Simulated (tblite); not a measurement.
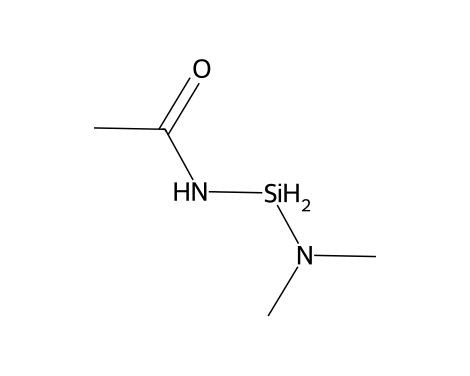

Figure made from data computed with tblite.

Skeletal drawing of a molecule.

Q: Write the SMILES.

A: CC(=O)N[SiH2]N(C)C

Q: Give the formula, hydrogens included.

A: C4H12N2OSi.

Q: An optimisation with GFN2-xTB gave a structure of which point group?

A: C1. Other conformers may differ.
